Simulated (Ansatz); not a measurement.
# KCuI2F: relaxing a made-up structure

Starting from a made-up structure for KCuI2F, the aim is the relaxed cell, its shortest contacts and, where a second run follows, its electronic structure.

Method: DFT, PBEsol, plane-wave PAW, files of the set soft_1, scalar-relativistic, ferromagnetic start, cell and ions relaxed at zero pressure; PAW set soft_1, in the first sound run; inputs show where later runs differ, in Ansatz 0.2.0.

### 1. Set-up

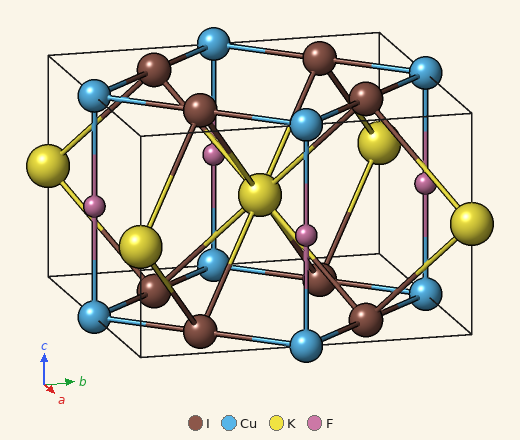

The cell as given, slightly off an axis (iodine brown, copper blue, potassium yellow, fluorine pink). This picture shows the conventional cell, with its axes. Some periodic images of atoms are drawn too.

### 2. Relaxation of the guess

The guessed cell has no reason to be at equilibrium. It is relaxed with the atoms, within the space group of the guess.

Contents of input.yaml:

```yaml
crystal:
  lattice:
    - [3.7455, -3.7745, 0.0]
    - [3.7455, 3.7745, 0.0]
    - [0.0, 0.0, 5.006]
  atoms:
    - { symbol: I, position: [0.0, 0.5, 0.0] }
    - { symbol: I, position: [0.5, 0.0, 0.0] }
    - { symbol: Cu, position: [0.5, 0.5, 0.0], spin: 0.6 }
    - { symbol: K, position: [0.0, 0.0, 0.5] }
    - { symbol: F, position: [0.5, 0.5, 0.5] }
magnetization:
  spin_polarized: true
kpoints:
  mp_grid: { grid: [5, 5, 6] }
scf:
  occupations: { method: fermi_dirac, width: 0.05 }
hamiltonian:
  xc: pbesol
  pseudopotentials: { kind: paw, azcp: { folder: soft_1 }, xc_functional: pbe }
relax:
  f_tol: 0.015
  max_steps: 70
  cell: {}
output:
  forces: true
  stress: true
```

On the command line:

```console
ansatz run input.yaml --threads 4 --pin off --max-ram 8192MiB --backend cpu --events-out ev --progress --plain --runs-dir out
```

Numbers of over 12 decimals in the logs are rounded to 6 here.

The program printed:

```text
Engine: ansatz 0.2.0, aarch64-unknown-linux-gnu
Pseudopotentials: kind: paw
Pseudopotential: I, paw, valence charge 17, recommended cutoff 420 eV (normal), soft_1/I.paw.azcp
Pseudopotential: Cu, paw, valence charge 19, recommended cutoff 420 eV (normal), soft_1/Cu.paw.azcp
Pseudopotential: K, paw, valence charge 9, recommended cutoff 420 eV (normal), soft_1/K.paw.azcp
Pseudopotential: F, paw, valence charge 7, recommended cutoff 420 eV (normal), soft_1/F.paw.azcp
Functional definition: PBEsol
  exchange = pbesol_x
  correlation = pbesol_c
Crystal: 5 atoms, lattice volume = 141.544 Å³
Basis set: ecut = 420 eV, 2761 PW (Γ), exchange–correlation on 72×72×72 points (8 copies of the dense FFT grid, shifted against one another)
Bands: 42, of which v1, the nominal top of the filled ones, is band 35 counted from 1 (34 counted from 0)
Symmetry: 8 space group operations
Space group: Cmmm (ITA 65), of the structure as read, at distance tolerance 5.2e-5 Å
Magnetic group: BNS 65.481 (UNI 579), of the structure as read, at distance tolerance 5.2e-5 Å
k-points: 36 of 150
Non-local potential: I, projectors of the file, l = 0: 2, l = 1: 2, l = 2: 2, l = 3: 1
Non-local potential: Cu, projectors of the file, l = 0: 3, l = 1: 2, l = 2: 3, l = 3: 1
Non-local potential: K, projectors of the file, l = 0: 3, l = 1: 2, l = 2: 2
Non-local potential: F, projectors of the file, l = 0: 2, l = 1: 2, l = 2: 1
PAW form: soft (Blöchl's): semilocal exchange-correlation on the pseudo side does not see the compensation charge
PAW frozen core: I, regenerated for the run's functional, and the local potential with it (the file was generated under x = pbe(κ = 0.804, μ = 0.219515), c = pbe(β = 0.066725))
PAW frozen core: Cu, regenerated for the run's functional, and the local potential with it (the file was generated under x = pbe(κ = 0.804, μ = 0.219515), c = pbe(β = 0.066725))
PAW frozen core: K, regenerated for the run's functional, and the local potential with it (the file was generated under x = pbe(κ = 0.804, μ = 0.219515), c = pbe(β = 0.066725))
PAW frozen core: F, regenerated for the run's functional, and the local potential with it (the file was generated under x = pbe(κ = 0.804, μ = 0.219515), c = pbe(β = 0.066725))
PAW one-centre angular grid: I, 590 points (default); XC on 64 Gauss nodes
PAW one-centre angular grid: Cu, 590 points (default); XC on 64 Gauss nodes
PAW one-centre angular grid: K, 110 points (default); XC on 64 Gauss nodes
PAW one-centre angular grid: F, 110 points (default); XC on 64 Gauss nodes
Initial density: superposition of atomic densities (chi_scale 0.1, normalization cell, long waves kept (reshape's long-wave potential 0.08 eV rms))
Starting moments: Σ|m| = 0.6 μB on 1 of 5 sites
Initial wavefunctions: pseudopotential atomic-orbital guess
Functional: x = pbesol(κ = 0.804, μ = 0.123457), c = pbesol(β = 0.046)
SCF iter   1: F=—  HF=-23785.761933 eV  |F-HF|=—  |Δ(HF+E_count)|=         —  Δρ=1.55e-1 (↑1.47e-1 ↓1.55e-1)  dr2=1.58e2  dr2_m=7.76e-1  M=0.052 μB ∫|m|=0.060 μB  β_m=0.30  ethr=3.10e-3  ⟨swp⟩=9.7  Hψ=14892  notcnv=0  defer=1
preconditioner: auto → Kerker (q_TF=auto, 2.420 Å⁻¹)  [metal: Δε(μ)=0.007 eV  Ē_g=10.740 eV  σ=0.050 eV  W_gap=0.03  n_scr=30 (ndim 8)  ℏωp=19.5 eV  f_vac=0.095  D(μ)=6.07/eV (n_scr^D=56)]
spin=Collinear: Kerker preconditioning applied to the charge; magnetization (m = ρ↑ − ρ↓) channel mixes plain (no charge-response kernel on spin).
SCF iter   2: F=—  HF=-23773.323378 eV  |F-HF|=—  |Δ(HF+E_count)|=    1.24e1  Δρ=5.43e-2 (↑5.43e-2 ↓4.54e-2)  dr2=9.08e0  dr2_m=7.72e-2  M=0.280 μB ∫|m|=0.285 μB  β_m=0.30  ethr=3.10e-3  ⟨swp⟩=4.5  Hψ=7951  notcnv=0  defer=36
SCF iter   3: F=—  HF=-23772.135666 eV  |F-HF|=—  |Δ(HF+E_count)|=    1.19e0  Δρ=2.22e-2 (↑2.22e-2 ↓2.19e-2)  dr2=1.82e0  dr2_m=1.38e-1  M=0.217 μB ∫|m|=0.220 μB  β_m=0.30  ethr=3.10e-3  ⟨swp⟩=2.2  Hψ=5985  notcnv=0  defer=127
SCF iter   4: F=—  HF=-23771.960631 eV  |F-HF|=—  |Δ(HF+E_count)|=   1.75e-1  Δρ=1.77e-2 (↑1.77e-2 ↓9.28e-3)  dr2=1.27e0  dr2_m=7.61e-2  M=0.184 μB ∫|m|=0.187 μB  β_m=0.30  ethr=2.63e-3  ⟨swp⟩=2.2  Hψ=5432  notcnv=0  defer=128
SCF iter   5: F=—  HF=-23771.832223 eV  |F-HF|=—  |Δ(HF+E_count)|=   1.28e-1  Δρ=1.60e-2 (↑1.41e-2 ↓1.60e-2)  dr2=1.18e0  dr2_m=7.43e-2  M=0.134 μB ∫|m|=0.139 μB  β_m=0.30  ethr=1.84e-3  ⟨swp⟩=3.6  Hψ=5108  notcnv=0  defer=129
SCF iter   6: F=—  HF=-23771.593544 eV  |F-HF|=—  |Δ(HF+E_count)|=   2.39e-1  Δρ=1.02e-2 (↑8.06e-3 ↓1.02e-2)  dr2=1.81e-1  dr2_m=3.31e-2  M=0.166 μB ∫|m|=0.169 μB  β_m=0.30  ethr=1.71e-3  ⟨swp⟩=3.5  Hψ=5034  notcnv=0  defer=125
SCF iter   7: F=—  HF=-23771.627872 eV  |F-HF|=—  |Δ(HF+E_count)|=   3.43e-2  Δρ=7.49e-3 (↑6.87e-3 ↓7.49e-3)  dr2=2.27e-1  dr2_m=2.32e-2  M=0.140 μB ∫|m|=0.143 μB  β_m=0.30  ethr=2.62e-4  ⟨swp⟩=3.0  Hψ=4913  notcnv=0  defer=124
SCF iter   8: F=—  HF=-23771.609972 eV  |F-HF|=—  |Δ(HF+E_count)|=   1.79e-2  Δρ=1.06e-2 (↑3.39e-3 ↓1.06e-2)  dr2=2.42e-1  dr2_m=2.00e-2  M=0.125 μB ∫|m|=0.129 μB  β_m=0.30  ethr=2.62e-4  ⟨swp⟩=4.1  Hψ=5876  notcnv=0  defer=118
Mixer restart at iter 8: flushing history
spin-set hold released at iteration 8 (site moments contracting): the magnetisation degrees of freedom join the quasi-Newton model from the next iteration; the mixer history was flushed
SCF iter   9: F=—  HF=-23771.599810 eV  |F-HF|=—  |Δ(HF+E_count)|=   1.02e-2  Δρ=4.87e-3 (↑4.87e-3 ↓1.90e-3)  dr2=2.12e-2  dr2_m=7.47e-3  M=0.128 μB ∫|m|=0.131 μB  β_m=0.30  ethr=2.62e-4  ⟨swp⟩=2.5  Hψ=4242  notcnv=0  defer=114
SCF iter  10: F=—  HF=-23771.595745 eV  |F-HF|=—  |Δ(HF+E_count)|=   4.06e-3  Δρ=4.89e-3 (↑1.05e-3 ↓4.89e-3)  dr2=3.94e-2  dr2_m=7.25e-3  M=0.116 μB ∫|m|=0.120 μB  β_m=0.24  ethr=3.07e-5  ⟨swp⟩=2.0  Hψ=5922  notcnv=0  defer=114
SCF iter  11: F=—  HF=-23771.594446 eV  |F-HF|=—  |Δ(HF+E_count)|=   1.30e-3  Δρ=2.01e-3 (↑2.01e-3 ↓9.84e-4)  dr2=2.39e-3  dr2_m=2.32e-3  M=0.103 μB ∫|m|=0.106 μB  β_m=0.68  ethr=3.07e-5  ⟨swp⟩=1.8  Hψ=3644  notcnv=0  defer=114
SCF iter  12: F=—  HF=-23771.597763 eV  |F-HF|=—  |Δ(HF+E_count)|=   3.32e-3  Δρ=1.23e-3 (↑1.23e-3 ↓1.03e-3)  dr2=4.56e-3  dr2_m=3.05e-4  M=0.063 μB ∫|m|=0.065 μB  β_m=0.61  ethr=3.47e-6  ⟨swp⟩=2.0  Hψ=5635  notcnv=0  defer=114
SCF iter  13: F=—  HF=-23771.597215 eV  |F-HF|=—  |Δ(HF+E_count)|=   5.48e-4  Δρ=5.64e-4 (↑2.95e-4 ↓5.64e-4)  dr2=5.81e-4  dr2_m=4.59e-5  M=0.037 μB ∫|m|=0.039 μB  β_m=0.63  ethr=3.47e-6  ⟨swp⟩=2.0  Hψ=4342  notcnv=0  defer=114
[...]
relax step   5: F+E_penalty+E_count = -23772.23087373 eV  Δ(F+E_penalty+E_count) = -9.397e-2 eV  max|allowed force component| = 1.515e-28 eV/Å  Δτ_max = 0.0000 Å  P = +1.054 GPa  Ω = 121.231 Å³  energy of the carried Pulay correction = +9.990e-3 eV  (10 SCF iters, dr2 threshold 5.00e-7 eV, accepted)
[...]
relax step   6: F+E_penalty+E_count = -23772.24790560 eV  Δ(F+E_penalty+E_count) = -1.703e-2 eV  max|allowed force component| = 3.787e-30 eV/Å  Δτ_max = 0.0000 Å  P = +0.078 GPa  Ω = 124.390 Å³  energy of the carried Pulay correction = +7.975e-3 eV  (9 SCF iters, dr2 threshold 5.00e-7 eV, accepted)
[...]
relax step   7: F+E_penalty+E_count = -23772.24795105 eV  Δ(F+E_penalty+E_count) = -4.545e-5 eV  max|allowed force component| = 4.102e-29 eV/Å  Δτ_max = 0.0000 Å  P = +0.000 GPa  Ω = 124.577 Å³  energy of the carried Pulay correction = +7.875e-3 eV  (8 SCF iters, dr2 threshold 7.23e-8 eV, accepted)
[...]
relax step   8: F+E_penalty+E_count = -23772.25071012 eV  Δ(F+E_penalty+E_count) = -2.759e-3 eV  max|allowed force component| = 1.565e-28 eV/Å  Δτ_max = 0.0000 Å  P = +0.040 GPa  Ω = 124.577 Å³  stress off target by 1.06e-1 GPa  SCF on the basis re-selected at this cell (its energy is not comparable with the rows above)  (12 SCF iters)
[...]
relax step   9: F+E_penalty+E_count = -23772.25074540 eV  Δ(F+E_penalty+E_count) = -3.528e-5 eV  max|allowed force component| = 3.913e-29 eV/Å  Δτ_max = 0.0000 Å  P = +0.006 GPa  Ω = 124.748 Å³  energy of the carried Pulay correction = -1.196e-4 eV  (8 SCF iters, dr2 threshold 2.80e-8 eV, accepted)
iter 1 solved again at ethr=2.51e-7 eV; its pass at ethr=3.10e-3 eV (dr2=1.73e-4 eV) is discarded
SCF iter   1: F=—  HF=-23772.250695 eV  |F-HF|=—  |Δ(HF+E_count)|=         —  Δρ=5.45e-5 (↑5.45e-5 ↓5.45e-5)  dr2=3.24e-7  dr2_m=5.95e-12  M=-0.000 μB ∫|m|=0.000 μB  β_m=0.30  ethr=2.51e-7  ⟨swp⟩=3.4  Hψ=22130  notcnv=0
preconditioner: auto → Kerker (q_TF=auto, 2.472 Å⁻¹)  [metal: Δε(μ)=0.042 eV  Ē_g=10.974 eV  σ=0.050 eV  W_gap=0.21  n_scr=30 (ndim 8)  ℏωp=20.2 eV  f_vac=0.056  D(μ)=1.40/eV (n_scr^D=4)]
spin=Collinear: Kerker preconditioning applied to the charge; magnetization (m = ρ↑ − ρ↓) channel mixes plain (no charge-response kernel on spin).
SCF iter   2: F=—  HF=-23772.250776 eV  |F-HF|=—  |Δ(HF+E_count)|=   8.13e-5  Δρ=3.84e-5 (↑3.84e-5 ↓3.84e-5)  dr2=1.63e-7  dr2_m=4.21e-12  M=-0.000 μB ∫|m|=0.000 μB  β_m=0.63  ethr=4.69e-10  ⟨swp⟩=2.1  Hψ=5248  notcnv=0
SCF iter   3: F=—  HF=-23772.250853 eV  |F-HF|=—  |Δ(HF+E_count)|=   7.67e-5  Δρ=9.76e-6 (↑9.72e-6 ↓9.76e-6)  dr2=2.76e-7  dr2_m=4.49e-13  M=-0.000 μB ∫|m|=0.000 μB  β_m=0.43  ethr=2.36e-10  ⟨swp⟩=2.0  Hψ=5428  notcnv=0
SCF iter   4: F=—  HF=-23772.250853 eV  |F-HF|=—  |Δ(HF+E_count)|=   5.12e-7  Δρ=7.30e-7 (↑7.10e-7 ↓7.30e-7)  dr2=1.16e-9  dr2_m=3.52e-13  M=-0.000 μB ∫|m|=0.000 μB  β_m=0.48  ethr=2.36e-10  ⟨swp⟩=2.0  Hψ=3650  notcnv=0
SCF iter   5: F=—  HF=-23772.250855 eV  |F-HF|=—  |Δ(HF+E_count)|=   1.91e-6  Δρ=2.29e-7 (↑2.29e-7 ↓2.24e-7)  dr2=5.90e-10  dr2_m=1.74e-13  M=-0.000 μB ∫|m|=0.000 μB  β_m=0.74  ethr=1.68e-12  ⟨swp⟩=2.0  Hψ=4835  notcnv=0
SCF iter   6: F=—  HF=-23772.250855 eV  |F-HF|=—  |Δ(HF+E_count)|=  2.26e-10  Δρ=1.49e-7 (↑1.46e-7 ↓1.49e-7)  dr2=2.46e-10  dr2_m=3.27e-14  M=-0.000 μB ∫|m|=0.000 μB  β_m=0.81  ethr=1.00e-12  ⟨swp⟩=2.0  Hψ=3304  notcnv=0
SCF iter   7: F=—  HF=-23772.250855 eV  |F-HF|=—  |Δ(HF+E_count)|=  2.18e-11  Δρ=1.05e-7 (↑1.05e-7 ↓1.03e-7)  dr2=7.21e-11  dr2_m=2.05e-15  M=0.000 μB ∫|m|=0.000 μB  β_m=0.91  ethr=1.00e-12  ⟨swp⟩=2.0  Hψ=3226  notcnv=0
SCF iter   8: F=-23772.250855 eV  HF=-23772.250855 eV  |F-HF|=3.64e-12  |Δ(HF+E_count)|=  3.64e-12  Δρ=4.89e-8 (↑4.75e-8 ↓4.89e-8)  dr2=1.96e-11  dr2_m=9.35e-16  M=0.000 μB ∫|m|=0.000 μB  ethr=1.00e-12  ⟨swp⟩=4.0  Hψ=9044  notcnv=0
the starting moments were not kept: the SCF closed with an absolute magnetisation of 1.8e-8 μB, where they sum to 0.6 μB in size (1 site). That is at most 0.1 of that sum. Measured as dr2_m measures the in/out step, that magnetisation stands 4.5e-16 eV from none, at or under the dr2_threshold of 5.0e-11 eV: it is no larger than a step whose dr2_m would equal this threshold.
SCF 10 converged in 8 iterations: F = -23772.250855 eV  dr2 = 1.96e-11
relax step  10: F+E_penalty+E_count = -23772.25085506 eV  Δ(F+E_penalty+E_count) = -1.097e-4 eV  max|allowed force component| = 1.026e-29 eV/Å  Δτ_max = 0.0000 Å  P = +0.008 GPa  Ω = 124.748 Å³  stress off target by 1.76e-2 GPa  SCF on the basis re-selected at this cell (its energy is not comparable with the rows above)  (8 SCF iters)
basis re-selected at this cell: Δ(F+E_penalty+E_count) = -1.097e-4 eV, ΔP = +0.001 GPa vs the last step (what re-selecting the basis moved, of the pressure what is left beyond the Pulay correction that the steps carried, after the strain that the cell walked since its last selection, with what the two solves' SCF thresholds leave and, on support functions, any second-order correction that the steps lacked; it is no m [...]
SCF converged after 8 iterations
Magnetization: 0.0000 μB (34.5000 up, 34.5000 down)
Absolute magnetization: 0.0000 μB (∫|ρ↑−ρ↓|, with the PAW one-centre terms)
Spin contamination: 0.0000 ħ² per cell (⟨S²⟩ above its minimum at these occupations)
Per-site moments (μB) at R_I (Å): [(4.94400684295149e-10, 1.153196), (4.944003318020845e-10, 1.153196), (1.0055321260820479e-8, 0.823018), (-7.031885407096818e-12, 1.416764), (2.7863260852393167e-9, 0.823018)]
Free energy (F): -23772.250855 eV
Harris-Foulkes:  -23772.250855 eV  (|F-HF|=3.64e-12)
Internal energy: -23772.238479 eV  (E = F + TS)
E sigma→0 (E₀):  -23772.244667 eV
Entropy (-TS):   -0.012376 eV (-2.475 meV/atom)
Fermi energy:    6.539324 eV
--- Per-component energies (eV) ---
  E_band       = -1355.537624
  E_kinetic    = 1027.888212
  E_local      = -11892.159214  (includes V_loc(G=0)·N_el)
  E_nonlocal   = 1233.030407
  E_hartree    = 5173.301251
  E_xc         = -491.105058
  E_vxc        = -570.897587  (∫ρ·V_xc dr)
  E_paw        = -12146.699575  (= ΣΔE_a)
  E_vpaw       = -1499.998481  (= ΣTr[D̂ρ^β])
  E_aug_tail   = -0.003109  (compensation charges beyond the density's cutoff)
  E_ewald      = -6677.672195
  E_core_change = 1.180802  (= ΣΔE_core)
  E_smearing   = -0.012376  (= −TS)
  E_closure    = -0.000000  (closes the sum)
  Σ components = -23772.250855   (vs F -23772.250855, Δ=0.00e0)
--- Forces (eV/Å), atoms counted from 1 ---
  atom   1  I      0.00000000     0.00000000     0.00000000
  atom   2  I      0.00000000    -0.00000000     0.00000000
  atom   3  Cu     0.00000000     0.00000000     0.00000000
  atom   4  K      0.00000000     0.00000000     0.00000000
  atom   5  F      0.00000000     0.00000000     0.00000000
  max |Σ_I F_I| component: 1.18e-29 eV/Å
--- Stress (GPa, compression-positive) ---
        0.017605       0.000000       0.000000
        0.000000       0.004700      -0.000000
        0.000000      -0.000000       0.000680
  P = ⅓ Tr σ = 0.0077 GPa (0.077 kbar)
--- Relaxed structure (8 steps of the walk, 8 accepted, 2 SCFs on fresh bases) ---
  F+E_penalty+E_count = -23772.25085506 eV   max|allowed force component| = 1.026e-29 eV/Å   (the final SCF, on the basis selected at the relaxed cell)
  cell:  # Å, volume = 124.7479 Å³
    - [3.952365, -3.954860, 3.069862498782566e-17]
    - [3.952365, 3.954860, 3.0698624987825645e-17]
    - [4.102985360807774e-17, 0, 3.990389]
  atoms:
    - { symbol: I, position: [2.7755575615628914e-17, 0.5, 0] }
    - { symbol: I, position: [0.5, 2.7755575615628914e-17, 0] }
    - { symbol: Cu, position: [0.5, 0.5, 0] }
    - { symbol: K, position: [0.0, 0.0, 0.500000] }
    - { symbol: F, position: [0.5, 0.5, 0.500000] }
```

Run time: 56 s. Hardware: 4 threads of Arm Neoverse V2, shared host; peak memory 0.68 GiB; 3.5 min of CPU time.

Relaxation path:

| step | energy less that of the first step (eV) | largest force component (eV/Å) | pressure (GPa) | volume (Å³) |
| --- | --- | --- | --- | --- |
| 1 | 0.0000 | 0.0000 | -2.34 | 141.54 |
| 2 | -0.1992 | 0.0000 | -1.21 | 133.22 |
| 3 | -0.3794 | 0.0000 | -0.38 | 127.48 |
| 4 | -0.5395 | 0.0000 | 0.28 | 123.64 |
| 5 | -0.6335 | 0.0000 | 1.05 | 121.23 |
| 6 | -0.6505 | 0.0000 | 0.08 | 124.39 |
| 7 | -0.6506 | 0.0000 | 0.00 | 124.58 |
| 8* | -0.6533 | 0.0000 | 0.04 | 124.58 |
| 9 | -0.6534 | 0.0000 | 0.01 | 124.75 |
| 10* | -0.6535 | 0.0000 | 0.01 | 124.75 |

Relaxation steps marked * repeat the geometry before them on a plane-wave basis chosen anew for their cell, so energy and pressure can jump there.

The run keeps the 8 symmetry operations that it works with, so distortions that break them were not tested.

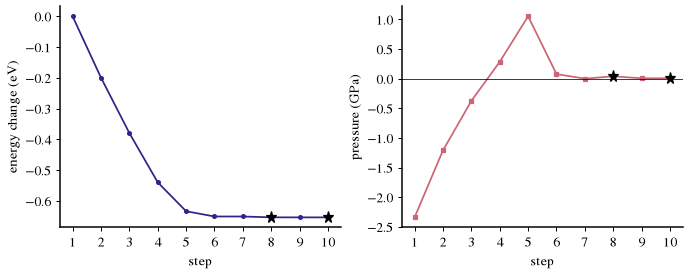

Energy and pressure along the relaxation. Stars mark steps on a basis chosen anew.

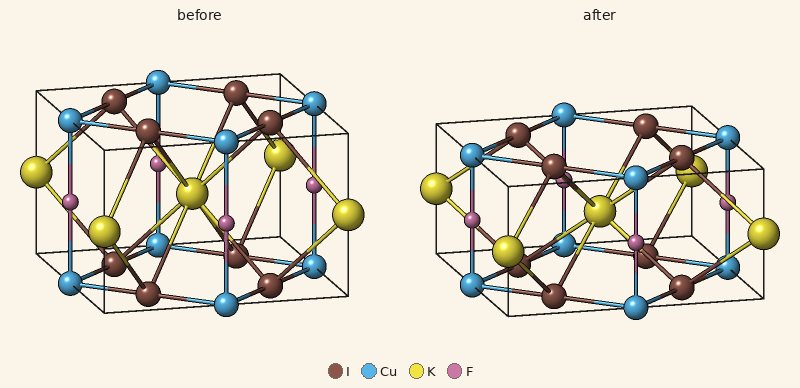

The structure before and after the relaxation, drawn at the same scale.

| cell as run | before | after | change |
| --- | --- | --- | --- |
| a (Å) | 5.317 | 5.591 | +5.1 % |
| b (Å) | 5.317 | 5.591 | +5.1 % |
| c (Å) | 5.006 | 3.990 | -20.3 % |
| γ (°) | 90.44 | 90.04 | -0.4 % |
| volume (Å³/atom) | 28.31 | 24.95 | -11.9 % |

Final coordinates:

```xyz
5
Lattice="3.9524 -3.9549 0.0000 3.9524 3.9549 0.0000 0.0000 0.0000 3.9904" Properties=species:S:1:pos:R:3 pbc="T T T"
I     1.9762    1.9774    0.0000
I     1.9762   -1.9774    0.0000
Cu    3.9524    0.0000    0.0000
K     0.0000    0.0000    1.9952
F     3.9524    0.0000    1.9952
```

This step gave:

| Property | Result |
| --- | --- |
| free energy | -23772.2509 eV |
| energy at zero smearing | -23772.2447 eV |
| smearing term TS | 0.01238 eV |
| Fermi energy | 6.539 eV |
| electrons | 69 |
| symmetry operations | 8 |
| pressure | 0.007662 GPa |

Shortest distances by pair of elements, guess and relaxed (not always the same contact):

| pair | guess (Å) | relaxed (Å) |
| --- | --- | --- |
| Cu–F | 2.503 | 1.995 |
| Cu–I | 2.659 | 2.796 |
| F–I | 3.652 | 3.435 |
| I–K | 3.652 | 3.435 |
| I–I | 3.745 | 3.952 |

The relaxation ends with a pressure of 0.01 GPa. No moment survives the cycle: this start ends non-magnetic.

(Part 1 of 2 ends here.)

[Logs are printed without paths, hosts, clocks, repeated set-up lines and the standing remarks that a program may print on its own settings, such as how far it seeks lower states.]

[Hosts, paths, dates, database ids (printed as entryN), source tags and the programs' standing remarks are cut or masked in the printed files.]
